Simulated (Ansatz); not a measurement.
Response to strain in hypothetical anatase SrBr2

Start from SrBr2 in the anatase structure (space group I4_1/amd, No. 141; a = 5.943 Å, c = 14.183 Å; a hypothetical phase, not in the database extracts checked).

Strains are applied to the cell and any free atomic positions relax.

All numbers come from PBEsol (Ansatz, an electronic-structure program), no spin-orbit coupling.

Notes on the quantities. energy relative to the base: free energy F.

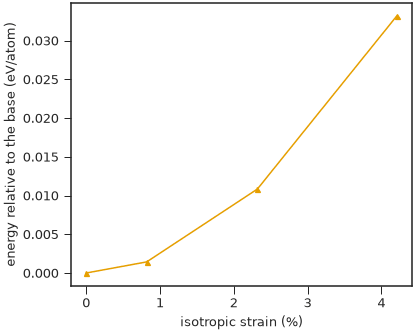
*Energy relative to the base against isotropic strain*

| isotropic strain (%) | energy relative to the base |
|---|---|
| 0.82 | +1.4 meV/atom |
| 2.32 | +11 meV/atom |
| 4.21 | +33 meV/atom |

Whether these cells are dynamically stable was not tested.
